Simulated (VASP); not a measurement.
# NiSb (Breithauptite) with AM05 + U: from relaxation to properties, part 8 of 11

Aim: relax NiSb (Breithauptite), then compute properties on the relaxed cell. The start is a cell from a database of measured crystal structures.

VASP 6.6.1, plane waves and PAW; the level of theory is named at each step.

Still holding for the runs below: This run allows spin, but its moments start at zero, where symmetry between the spins tends to hold them, although Ni can carry a moment. The k-mesh is coarse for a metal. A U on the itinerant d states of such a compound is hard to justify; it moves the bands at the Fermi level.

So far. Step 8 (Full relaxation (AM05 + U)): It ends with forces that vanish by symmetry and a pressure of 0.06 GPa. Step 9 (Second relaxation): It ends with forces that vanish by symmetry and a pressure of 0.00 GPa. The volume moved by only 0.11 %, so the volume is settled. The relaxed cell has a = 3.849, c = 5.045 Å (conventional setting).

The database entry behind the starting cell differs from later determinations by our own check (c about 0.3 % short), so it need not match the best structure at ambient conditions.

### 10. Single point with fields (AM05 + U)

Level of this step: AM05, DFT+U (Ni d 4 eV), zero-moment start; plane waves and PAW (Ni, Sb) (VASP).

The relaxed cell gets a fresh self-consistent run, on a basis set for its own volume, to fix the density and to check the remaining stress.

INCAR

```
SYSTEM = NiSb
PREC = Accurate
ENCUT = 400
EDIFF = 1E-06
NELM = 100
ISMEAR = 0
SIGMA = 0.05
LREAL = .FALSE.
ALGO = Normal
GGA = AM
NBANDS = 23
ISPIN = 2
MAGMOM = -0 -0 0 0
LDAU = .TRUE.
LDAUTYPE = 2
LDAUL = 2 -1
LDAUU = 4 0
LDAUJ = 0 0
LDAUPRINT = 1
LASPH = .TRUE.
LMAXMIX = 4
LORBIT = 11
LWAVE = .FALSE.
LCHARG = .TRUE.
ISIF = 2
LELF = .TRUE.
LVHAR = .TRUE.
```

POSCAR

```
NiSb
1.0
    3.8489803542      0.0000000000      0.0000000000
   -1.9244901771      3.3333147654      0.0000000000
    0.0000000000      0.0000000000      5.0447321156
Ni Sb
2 2
Direct
    0.0000000000      0.0000000000      0.0000000000
    0.0000000000      0.0000000000      0.5000000000
    0.3333333333      0.6666666667      0.2500000000
    0.6666666667      0.3333333333      0.7500000000
```

KPOINTS

```
Automatic mesh
0
Gamma
6 6 4
0 0 0
```

The projector-augmented-wave data sets are Ni and Sb (PBE family, release 64).

Launch:

```sh
$ mpirun -np 8 vasp_std
```

Log:

```text
[banner, memory and clock lines left out]
running    8 mpi-ranks, on    1 nodes
 distrk:  each k-point on    8 cores,    1 groups
 distr:  one band on    1 cores,    8 groups

 POSCAR found type information on POSCAR NiSb
 POSCAR found :  2 types and       4 ions
 [... a notice as in an earlier step ...]

 [... a notice as in an earlier step ...]

 LDA part: xc-table for (Slater+PW92), standard interpolation
|                                                                             |
|           W    W    AA    RRRRR   N    N  II  N    N   GGGG   !!!           |
|           W    W   A  A   R    R  NN   N  II  NN   N  G    G  !!!           |
|           W    W  A    A  R    R  N N  N  II  N N  N  G       !!!           |
|           W WW W  AAAAAA  RRRRR   N  N N  II  N  N N  G  GGG   !            |
|           WW  WW  A    A  R   R   N   NN  II  N   NN  G    G                |
|           W    W  A    A  R    R  N    N  II  N    N   GGGG   !!!           |
|                                                                             |
|     The number of bands has been changed from the values supplied in        |
|     The orbitals not found in the WAVECAR file will be initialized with     |
|     random numbers, which is usually adequate. For correlated               |
|     calculations, however, you should redo the groundstate calculation.     |
|     I found NBANDS = 23. Now, NBANDS = 24.                                  |
|                                                                             |

 POSCAR, INCAR and KPOINTS ok, starting setup
 FFT: planning ... GRIDC
 FFT: planning ... GRID_SOFT
 FFT: planning ... GRID
 WAVECAR not read
 entering main loop
       N       E                     dE             d eps       ncg     rms          rms(c)
DAV:   1     0.153944111754E+03    0.15394E+03   -0.10469E+04  2048   0.108E+03
DAV:   2    -0.953766666742E+01   -0.16348E+03   -0.15518E+03  2232   0.247E+02
DAV:   3    -0.174560609291E+02   -0.79184E+01   -0.78277E+01  2464   0.700E+01
DAV:   4    -0.175878065004E+02   -0.13175E+00   -0.13170E+00  2352   0.891E+00
DAV:   5    -0.175918252410E+02   -0.40187E-02   -0.40187E-02  2448   0.153E+00    0.110E+01
DAV:   6    -0.176988940528E+02   -0.10707E+00   -0.58967E+00  2312   0.439E+01    0.743E+00
DAV:   7    -0.169804678670E+02    0.71843E+00   -0.30107E+00  2400   0.338E+01    0.438E+00
DAV:   8    -0.169038150290E+02    0.76653E-01   -0.42029E-01  2400   0.696E+00    0.531E-01
DAV:   9    -0.169021342587E+02    0.16808E-02   -0.16824E-02  2608   0.130E+00    0.312E-01
DAV:  10    -0.169022803535E+02   -0.14609E-03   -0.29718E-03  2312   0.480E-01    0.148E-01
DAV:  11    -0.169023790409E+02   -0.98687E-04   -0.74096E-04  2840   0.383E-01    0.679E-02
DAV:  12    -0.169023886528E+02   -0.96119E-05   -0.15226E-04  2240   0.104E-01    0.425E-02
DAV:  13    -0.169023857047E+02    0.29481E-05   -0.13842E-05  2544   0.262E-02    0.530E-03
DAV:  14    -0.169023858524E+02   -0.14772E-06   -0.19058E-06  1752   0.145E-02
   1 F= -.16902386E+02 E0= -.16899251E+02  d E =-.626898E-02  mag=     0.0001
```

Run time: 15 s. Hardware: 8 MPI ranks of AMD EPYC 7R43, shared host; peak memory 0.75 GiB.

Parts of OUTCAR (step 10):

```text
   k-points           NKPTS =     21   k-points in BZ     NKDIM =     21   number of bands    NBANDS=     24

   NELECT =      30.0000    total number of electrons

atom =   1  type =  1  l = 2

 onsite density matrix

spin component  1

  0.8737  0.0000  0.0000  0.0467 -0.0000
  0.0000  0.8622 -0.0000  0.0000  0.0467
  0.0000 -0.0000  0.8944 -0.0000 -0.0000
  0.0467  0.0000 -0.0000  0.8622  0.0000
 -0.0000  0.0467 -0.0000  0.0000  0.8737

spin component  2

 occupancies and eigenvectors

  o =  0.8209  v =  0.0000  0.0000  0.0000  0.0000  0.0000  0.0000 -0.7490  0.0000  0.0000  0.6626      0.0000  0.0000  0.0000  0.0000  0.0000  0.0000  0.0000  0.0000  0.0000  0.0000
  o =  0.8209  v =  0.0000  0.0000  0.0000  0.0000  0.0000 -0.6626  0.0000  0.0000  0.7490 -0.0000      0.0000  0.0000  0.0000  0.0000  0.0000  0.0000  0.0000  0.0000  0.0000  0.0000
  o =  0.8209  v = -0.0001  0.7490 -0.0000  0.0001 -0.6626  0.0000  0.0000  0.0000  0.0000  0.0000      0.0000  0.0000  0.0000  0.0000  0.0000  0.0000  0.0000  0.0000  0.0000  0.0000
  o =  0.8209  v =  0.6626  0.0001 -0.0000 -0.7490 -0.0001  0.0000  0.0000  0.0000  0.0000  0.0000      0.0000  0.0000  0.0000  0.0000  0.0000  0.0000  0.0000  0.0000  0.0000  0.0000
  o =  0.8944  v =  0.0000  0.0000  0.0000  0.0000  0.0000  0.0000  0.0000  1.0000 -0.0000  0.0000      0.0000  0.0000  0.0000  0.0000  0.0000  0.0000  0.0000  0.0000  0.0000  0.0000
  o =  0.8944  v = -0.0000  0.0000  1.0000 -0.0000  0.0000  0.0000  0.0000  0.0000  0.0000  0.0000      0.0000  0.0000  0.0000  0.0000  0.0000  0.0000  0.0000  0.0000  0.0000  0.0000
  o =  0.9150  v =  0.0000  0.0000  0.0000  0.0000  0.0000  0.0000  0.6626 -0.0000  0.0000  0.7490      0.0000  0.0000  0.0000  0.0000  0.0000  0.0000  0.0000  0.0000  0.0000  0.0000
  o =  0.9150  v =  0.0000  0.0000  0.0000  0.0000  0.0000 -0.7490  0.0000 -0.0000 -0.6626  0.0000      0.0000  0.0000  0.0000  0.0000  0.0000  0.0000  0.0000  0.0000  0.0000  0.0000
  o =  0.9150  v = -0.0001 -0.6626  0.0000 -0.0001 -0.7490  0.0000  0.0000  0.0000  0.0000  0.0000      0.0000  0.0000  0.0000  0.0000  0.0000  0.0000  0.0000  0.0000  0.0000  0.0000
  o =  0.9150  v =  0.7490 -0.0001  0.0000  0.6626 -0.0001  0.0000  0.0000  0.0000  0.0000  0.0000      0.0000  0.0000  0.0000  0.0000  0.0000  0.0000  0.0000  0.0000  0.0000  0.0000

atom =   2  type =  1  l = 2

 onsite density matrix

spin component  1

  0.8737 -0.0000  0.0000 -0.0467 -0.0000
 -0.0000  0.8622  0.0000  0.0000 -0.0467
  0.0000  0.0000  0.8944  0.0000 -0.0000
 -0.0467  0.0000  0.0000  0.8622  0.0000
 -0.0000 -0.0467 -0.0000  0.0000  0.8737

spin component  2

 occupancies and eigenvectors

  o =  0.8209  v =  0.0000  0.0000  0.0000  0.0000  0.0000 -0.0001 -0.7490 -0.0000 -0.0001 -0.6626      0.0000  0.0000  0.0000  0.0000  0.0000  0.0000  0.0000  0.0000  0.0000  0.0000
  o =  0.8209  v =  0.0000  0.0000  0.0000  0.0000  0.0000 -0.6626  0.0001  0.0000 -0.7490  0.0001      0.0000  0.0000  0.0000  0.0000  0.0000  0.0000  0.0000  0.0000  0.0000  0.0000
  o =  0.8209  v =  0.0000  0.7490  0.0000 -0.0000  0.6626  0.0000  0.0000  0.0000  0.0000  0.0000      0.0000  0.0000  0.0000  0.0000  0.0000  0.0000  0.0000  0.0000  0.0000  0.0000
  o =  0.8209  v =  0.6626  0.0000 -0.0000  0.7490  0.0000  0.0000  0.0000  0.0000  0.0000  0.0000      0.0000  0.0000  0.0000  0.0000  0.0000  0.0000  0.0000  0.0000  0.0000  0.0000
  o =  0.8944  v =  0.0000  0.0000  0.0000  0.0000  0.0000 -0.0000 -0.0000  1.0000  0.0000  0.0000      0.0000  0.0000  0.0000  0.0000  0.0000  0.0000  0.0000  0.0000  0.0000  0.0000
  o =  0.8944  v =  0.0000 -0.0000  1.0000  0.0000  0.0000  0.0000  0.0000  0.0000  0.0000  0.0000      0.0000  0.0000  0.0000  0.0000  0.0000  0.0000  0.0000  0.0000  0.0000  0.0000
  o =  0.9150  v =  0.0000  0.0000  0.0000  0.0000  0.0000 -0.0001  0.6626  0.0000  0.0001 -0.7490      0.0000  0.0000  0.0000  0.0000  0.0000  0.0000  0.0000  0.0000  0.0000  0.0000
  o =  0.9150  v =  0.0000  0.0000  0.0000  0.0000  0.0000  0.7490  0.0001  0.0000 -0.6626 -0.0001      0.0000  0.0000  0.0000  0.0000  0.0000  0.0000  0.0000  0.0000  0.0000  0.0000
  o =  0.9150  v =  0.0000  0.6626  0.0000  0.0000 -0.7490  0.0000  0.0000  0.0000  0.0000  0.0000      0.0000  0.0000  0.0000  0.0000  0.0000  0.0000  0.0000  0.0000  0.0000  0.0000
  o =  0.9150  v = -0.7490  0.0000 -0.0000  0.6626  0.0000  0.0000  0.0000  0.0000  0.0000  0.0000      0.0000  0.0000  0.0000  0.0000  0.0000  0.0000  0.0000  0.0000  0.0000  0.0000

 E-fermi :  10.5631

 spin component 1
 k-point     1 :       0.0000    0.0000    0.0000
  band No.  band energies     occupation
    ...
      9       7.7612      1.00000
     10       7.7612      1.00000
     11       8.6321      1.00000
     12       8.6321      1.00000
     13      10.0659      1.00000
     14      11.4362      0.00000
     15      11.4362      0.00000
     16      13.1322      0.00000
     17      13.1322      0.00000
     18      13.8957      0.00000
    ...

 k-point     2 :       0.1667    0.0000    0.0000
  band No.  band energies     occupation
    ...
     11       8.5946      1.00000
     12       8.6323      1.00000
     13       9.3804      1.00000
     14       9.9450      1.00000
     15      10.2578      1.00000
     16      12.1469      0.00000
     17      14.0919      0.00000
     18      14.1904      0.00000
     19      15.3869      0.00000
     20      16.7099      0.00000
    ...

  Total       -0.0000211     -0.0000211     -0.0048512     -0.0000000      0.0000000     -0.0000000
  in kB       -0.0005211     -0.0005211     -0.1200883     -0.0000000      0.0000000     -0.0000000
  external PRESSURE =      -0.0403769 kB  Pullay stress =       0.0000000 kB

 POSITION                                       TOTAL-FORCE (eV/Angst)
 -----------------------------------------------------------------------------------
      0.00000      0.00000      0.00000        -0.000000      0.000000     -0.000000
      0.00000      0.00000      2.52237        -0.000000      0.000000     -0.000000
     -0.00000      2.22221      1.26118        -0.000000      0.000000     -0.000000
      1.92449      1.11110      3.78355         0.000000     -0.000000      0.000000
 -----------------------------------------------------------------------------------
    total drift:                               -0.000000      0.000000      0.000000

  FREE ENERGIE OF THE ION-ELECTRON SYSTEM (eV)
  ---------------------------------------------------
  free  energy   TOTEN  =       -16.9023858524 eV

  energy  without entropy=      -16.8961168743  energy(sigma->0) =      -16.89925136

[... 7 parts as in an earlier step ...]

[... 15 further parts left out ...]
```

With spin, VASP writes an ELF for each channel.

Numbers from this step:

| Quantity | Value |
| --- | --- |
| electronic steps | 14 |
| bands | 24 |
| pressure | -0.004038 GPa |

Valence electrons inside each PAW sphere by angular momentum. Sphere charges, by row:

```
atom  s (e)  p (e)  d (e)  tot (e)
 Ni1  0.452  0.512  8.698    9.661
 Ni2  0.452  0.512  8.698    9.661
 Sb3  1.124  1.238   0.08    2.441
 Sb4  1.124  1.238   0.08    2.441
```

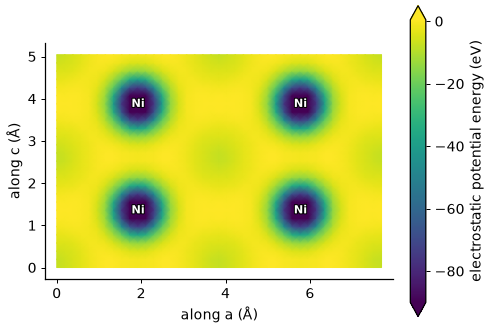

Electrostatic potential energy in the ac plane at fractional y = 0.000, with atoms of Ni within 0.2 Å of it. With pseudopotentials it is smooth inside the atoms' cores, unlike the true potential. The map starts off the cell's origin, so that atoms lie inside it.

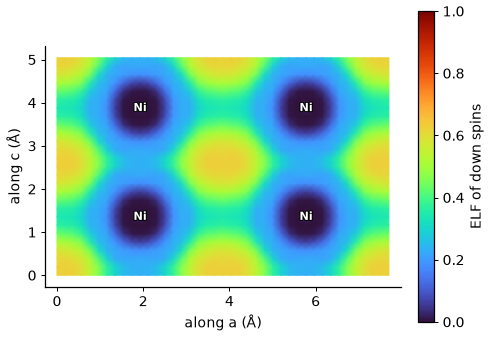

ELF of down spins in the ac plane at fractional y = 0.000, with atoms of Ni within 0.2 Å of it. It is the smooth field of the valence electrons, not physical close to the nuclei. The map starts off the cell's origin, so that atoms lie inside it.

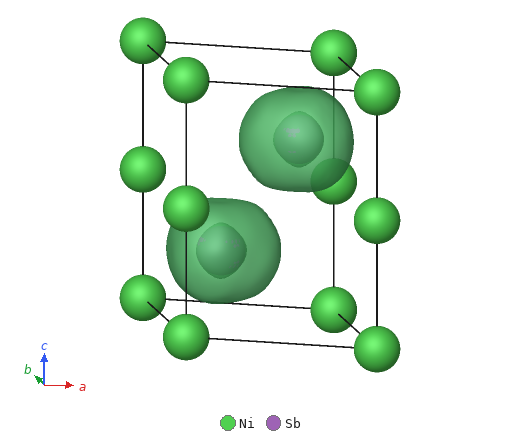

Surface of ELF of down spins = 0.69.

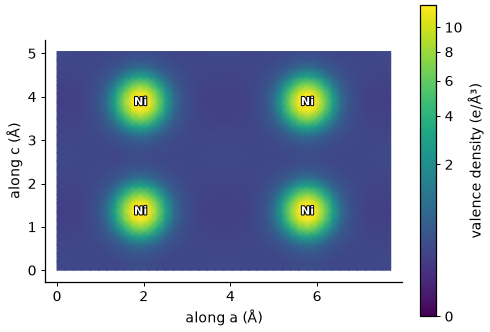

Valence density in the ac plane at fractional y = 0.000, with atoms of Ni within 0.2 Å of it. It is the smooth field of the valence electrons, not physical close to the nuclei. The map starts off the cell's origin, so that atoms lie inside it. The colour scale is stretched toward low values.

In this run the pressure is 0.00 GPa, small enough to go on.

(Part 8 of 11 ends here.)

[Lines on the potential files, build, host, timing and source positions are cut from VASP's logs without a mark.]

[Logs are printed without paths, hosts, clocks, repeated set-up lines and the standing remarks that a program may print on its own settings, such as how far it seeks lower states.]

[Hosts, paths, dates, database ids (printed as entryN), source tags and the programs' standing remarks are cut or masked in the printed files.]

[A measured line is paired with the nearest computed mode of its activity, which favours agreement.]
